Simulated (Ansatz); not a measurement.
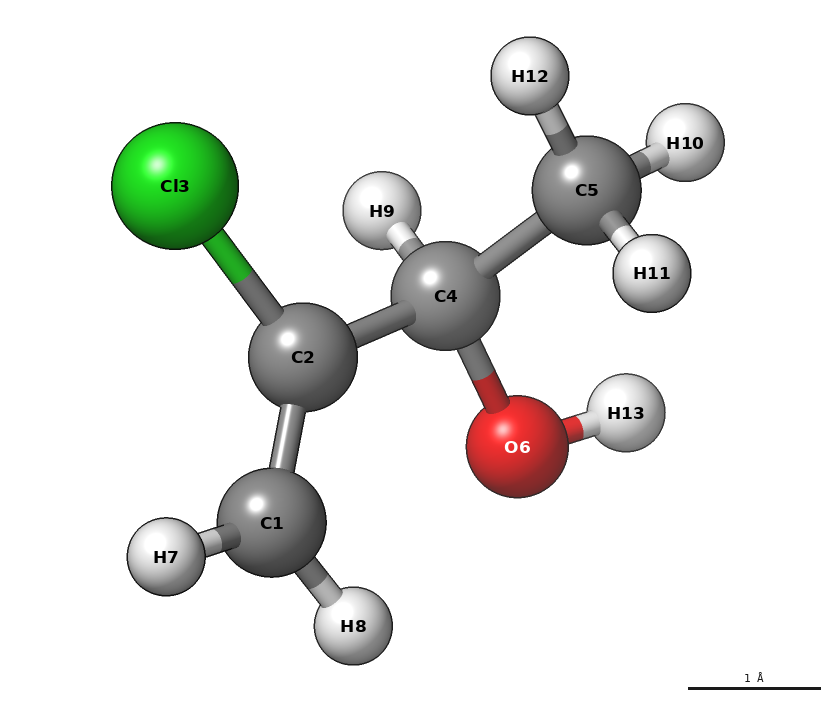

Numbered structure. Computed geometry: PBE0-D4/def2-TZVP optimisation. No frequency run is at hand to confirm it as a minimum.

Give the bond lengths.

```tsv
bond	length (Å)	order
C1–C2	1.321	double
C1–H7	1.081	single
C1–H8	1.082	single
C2–Cl3	1.735	single
C2–C4	1.502	single
C4–C5	1.521	single
C4–O6	1.411	single
C4–H9	1.101	single
C5–H10	1.094	single
C5–H11	1.092	single
C5–H12	1.090	single
O6–H13	0.960	single
```
